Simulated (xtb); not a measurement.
Cu$_{2}$H$_{2}$O$_{2}$: energy and gradient calculation

- system: Cu$_{2}$H$_{2}$O$_{2}$ ((CuOH)2 ring)
- method: GFN2-xTB (xtb 6.7.1)

The geometry comes from this level: GFN2-xTB.

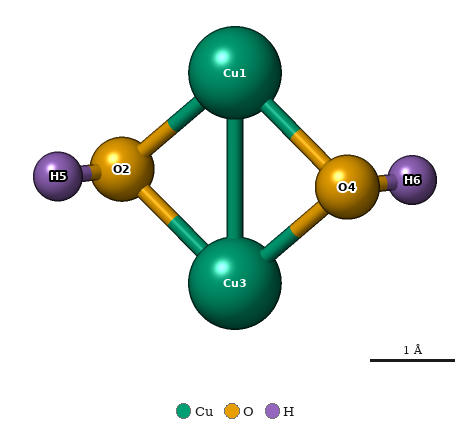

Fig. 1: The structure as given in the input (ball-and-stick view, seen at an oblique angle; atoms are numbered from 1 in the order of the input). Sticks mark near contacts.

### The input (start.xyz)
```
6

Cu     0.998500    -0.160400     0.783960
O     -0.124600     1.453360     0.456390
Cu    -0.992510     0.163400    -0.786800
O      0.123110    -1.449360    -0.454930
H     -0.694400     1.612190     1.209150
H      0.689910    -1.619200    -1.207770
```

### File xtb.inp
```
$chrg 0
$spin 0
$end
```

Run as:
```bash
xtb start.xyz --gfn 2 --grad --json --input xtb.inp > xtb.out 2> xtb.err
```

### Log
```
* xtb version 6.7.1
   ID    Z sym.   atoms
    1   29 Cu     1, 3
    2    8 O      2, 4
    3    1 H      5, 6

           -------------------------------------------------
          |                Calculation Setup                |
           -------------------------------------------------

          program call               : xtb start.xyz --gfn 2 --grad --json --input xtb.inp
          coordinate file            : start.xyz
          omp threads                :                     1

molecular fragmentation (1/2 indicates fragments):
111212
# atoms in fragment 1/2:     4     2
 fragment masses (1/2) :      144.10       17.01
CMA distance (Bohr)    :   3.278
constraining FC (au)   :  0.0500

           -------------------------------------------------
          |                 G F N 2 - x T B                 |
           -------------------------------------------------

      * Hamiltonian:
        H0-scaling (s, p, d)           1.850000    2.230000    2.230000
        zeta-weighting                 0.500000
      * Dispersion:
        s8                             2.700000
        a1                             0.520000
        a2                             5.000000
        s9                             5.000000
      * Repulsion:
        kExp                           1.500000    1.000000
        rExp                           1.000000
      * Coulomb:
        alpha                          2.000000
        third order                    shell-resolved
        anisotropic                    true
        a3                             3.000000
        a5                             4.000000
        cn-shift                       1.200000
        cn-exp                         4.000000
        max-rad                        5.000000

          ...................................................
          :                      SETUP                      :
          :.................................................:
          :  # basis functions                  30          :
          :  # atomic orbitals                  28          :
          :  # shells                           12          :
          :  # electrons                        36          :
          :  max. iterations                   250          :
          :  Hamiltonian                  GFN2-xTB          :
          :  restarted?                      false          :
          :  GBSA solvation                  false          :
          :  PC potential                    false          :
          :  electronic temp.          300.0000000     K    :
          :  accuracy                    1.0000000          :
          :  -> integral cutoff          0.2500000E+02      :
          :  -> integral neglect         0.1000000E-07      :
          :  -> SCF convergence          0.1000000E-05 Eh   :
          :  -> wf. convergence          0.1000000E-03 e    :
          :  Broyden damping             0.4000000          :
          :  net charge                          0          :
          :  unpaired electrons                  0          :
          ...................................................

 iter      E             dE          RMSdq      gap      omega  full diag
   1    -16.9812287 -0.169812E+02  0.681E+00    3.78       0.0  T
   2    -16.9871923 -0.596359E-02  0.426E+00    3.86       1.0  T
   3    -16.9889841 -0.179179E-02  0.136E+00    3.85       1.0  T
   4    -16.9892525 -0.268410E-03  0.617E-01    3.80       1.0  T
   5    -16.9898315 -0.578971E-03  0.409E-01    3.85       1.0  T
   6    -16.9898848 -0.533346E-04  0.715E-02    3.89       1.0  T
   7    -16.9898847  0.145744E-06  0.292E-02    3.87       1.4  T
   8    -16.9898858 -0.113400E-05  0.721E-03    3.87       5.7  T
   9    -16.9898859 -0.569077E-07  0.805E-04    3.87      50.7  T
  10    -16.9898859 -0.806299E-09  0.427E-04    3.87      95.7  T

   *** convergence criteria satisfied after 10 iterations ***

         #    Occupation            Energy/Eh            Energy/eV
      -------------------------------------------------------------
         1        2.0000           -0.6498402             -17.6831
       ...           ...                  ...                  ...
        12        2.0000           -0.3418384              -9.3019
        13        2.0000           -0.3377846              -9.1916
        14        2.0000           -0.3374079              -9.1813
        15        2.0000           -0.3373888              -9.1808
        16        2.0000           -0.3338524              -9.0846
        17        2.0000           -0.3335735              -9.0770
        18        2.0000           -0.3217115              -8.7542 (HOMO)
        19                         -0.1793943              -4.8816 (LUMO)
        20                         -0.0959823              -2.6118
        21                         -0.0136943              -0.3726
        22                         -0.0021528              -0.0586
        23                          0.1252541               3.4083
       ...                                ...                  ...
        28                          0.6457626              17.5721
      -------------------------------------------------------------
                  HL-Gap            0.1423172 Eh            3.8726 eV
             Fermi-level           -0.2505529 Eh           -6.8179 eV

 SCC (total)                   0 d,  0 h,  0 min,  0.009 sec
 SCC setup                      ...        0 min,  0.000 sec (  1.346%)
 Dispersion                     ...        0 min,  0.000 sec (  0.378%)
 classical contributions        ...        0 min,  0.000 sec (  0.214%)
 integral evaluation            ...        0 min,  0.001 sec ( 15.526%)
 iterations                     ...        0 min,  0.005 sec ( 50.212%)
 molecular gradient             ...        0 min,  0.003 sec ( 30.576%)
 printout                       ...        0 min,  0.000 sec (  1.490%)

         :::::::::::::::::::::::::::::::::::::::::::::::::::::
         ::                     SUMMARY                     ::
         :::::::::::::::::::::::::::::::::::::::::::::::::::::
         :: total energy             -16.953771978559 Eh    ::
         :: gradient norm              0.000771790958 Eh/a0 ::
         :: HOMO-LUMO gap              3.872647008207 eV    ::
         ::.................................................::
         :: SCC energy               -16.989885742057 Eh    ::
         :: -> isotropic ES            0.081341725863 Eh    ::
         :: -> anisotropic ES         -0.000131323317 Eh    ::
         :: -> anisotropic XC         -0.010874206188 Eh    ::
         :: -> dispersion             -0.003153527735 Eh    ::
         :: repulsion energy           0.036113763499 Eh    ::
         :: add. restraining           0.000000000000 Eh    ::
         :: total charge               0.000000000000 e     ::
         :::::::::::::::::::::::::::::::::::::::::::::::::::::

           -------------------------------------------------
          |                Property Printout                |
           -------------------------------------------------

    * Orbital Energies and Occupations

         #    Occupation            Energy/Eh            Energy/eV
      -------------------------------------------------------------
         1        2.0000           -0.6498402             -17.6831
       ...           ...                  ...                  ...
         6        2.0000           -0.4336133             -11.7992
         7        2.0000           -0.4331083             -11.7855
         8        2.0000           -0.4133312             -11.2473
         9        2.0000           -0.3494741              -9.5097
        10        2.0000           -0.3493481              -9.5062
        11        2.0000           -0.3467716              -9.4361
        12        2.0000           -0.3418384              -9.3019
        13        2.0000           -0.3377846              -9.1916
        14        2.0000           -0.3374079              -9.1813
        15        2.0000           -0.3373888              -9.1808
        16        2.0000           -0.3338524              -9.0846
        17        2.0000           -0.3335735              -9.0770
        18        2.0000           -0.3217115              -8.7542 (HOMO)
        19                         -0.1793943              -4.8816 (LUMO)
        20                         -0.0959823              -2.6118
        21                         -0.0136943              -0.3726
        22                         -0.0021528              -0.0586
        23                          0.1252541               3.4083
        24                          0.1278194               3.4781
        25                          0.1339414               3.6447
        26                          0.2528601               6.8807
        27                          0.3341038               9.0914
        28                          0.6457626              17.5721
      -------------------------------------------------------------
                  HL-Gap            0.1423172 Eh            3.8726 eV
             Fermi-level           -0.2505529 Eh           -6.8179 eV

     #   Z          covCN         q      C6AA      α(0)
     1  29 Cu       1.968     0.336   143.974    27.322
     2   8 O        2.082    -0.600    25.097     6.766
     3  29 Cu       1.972     0.335   143.988    27.323
     4   8 O        2.086    -0.600    25.095     6.766
     5   1 H        0.806     0.264     0.840     1.439
     6   1 H        0.806     0.264     0.839     1.439

 Mol. C6AA /au·bohr⁶  :       1236.817121
 Mol. C8AA /au·bohr⁸  :      70232.837342
 Mol. α(0) /au        :         71.055008

Wiberg/Mayer (AO) data.
largest (>0.10) Wiberg bond orders for each atom

 ---------------------------------------------------------------------------
     #   Z sym  total        # sym  WBO       # sym  WBO       # sym  WBO
 ---------------------------------------------------------------------------
     1  29 Cu   1.099 --     4 O    0.531     2 O    0.530
     2   8 O    2.028 --     5 H    0.917     3 Cu   0.531     1 Cu   0.530
     3  29 Cu   1.100 --     4 O    0.531     2 O    0.531
     4   8 O    2.029 --     6 H    0.917     3 Cu   0.531     1 Cu   0.531
     5   1 H    0.930 --     2 O    0.917
     6   1 H    0.930 --     4 O    0.917
 ---------------------------------------------------------------------------

Topologies differ in total number of bonds
Writing topology from bond orders to xtbtopo.mol

molecular dipole:
                 x           y           z       tot (Debye)
 q only:        0.005      -0.007      -0.002
   full:        0.008      -0.010      -0.002       0.032
molecular quadrupole (traceless):
                xx          xy          yy          xz          yz          zz
 q only:        3.561      -2.589      -7.317       0.808       0.818       3.756
  q+dip:        4.317      -3.643      -9.254       0.605       1.596       4.936
   full:        5.235      -3.779     -10.867       0.942       1.190       5.633

           -------------------------------------------------
          | TOTAL ENERGY              -16.953771978559 Eh   |
          | GRADIENT NORM               0.000771790958 Eh/α |
          | HOMO-LUMO GAP               3.872647008207 eV   |
           -------------------------------------------------

------------------------------------------------------------------------
------------------------------------------------------------------------
 total:
 *  cpu-time:     0 d,  0 h,  0 min,  0.026 sec
 * ratio c/w:     1.000 speedup
 SCF:
 *  cpu-time:     0 d,  0 h,  0 min,  0.010 sec
 * ratio c/w:     1.000 speedup
```

### Standard error
```
normal termination of xtb
```

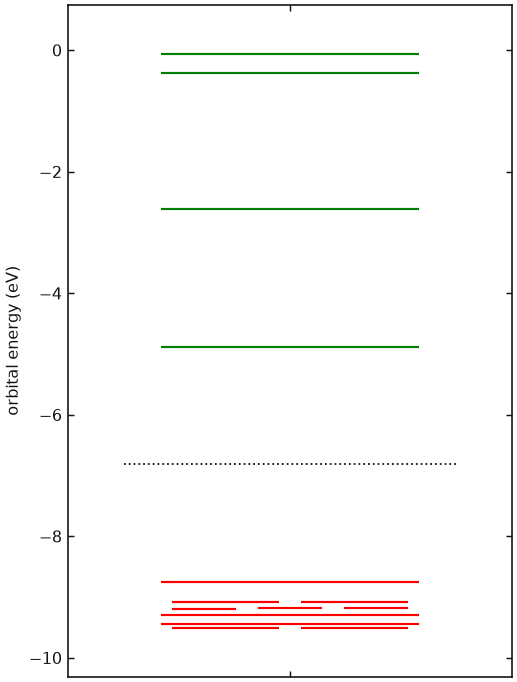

Fig. 2: Orbital energies near the frontier; the dotted line parts filled from empty levels, and levels within 0.02 eV of each other stand side by side. Highest filled −8.75 eV, lowest empty −4.88 eV, 3.87 eV apart.

### Summary

| quantity | value |
| --- | --- |
| outcome | converged |
| electrons treated | 36 |
| total energy | −16.953772 hartree |
| dispersion energy | −0.003154 hartree |
| basis functions | 30 |
| largest force | 0.026 eV/Å |
| HOMO | −8.75 eV |
| LUMO | −4.88 eV |
| dipole moment | 0.03 D |
| hardware | 1 thread of Intel Xeon @ 2.50GHz (Skylake/Cascade Lake), 16 GiB of memory available, shared host |
| peak memory | 0.071 GiB |
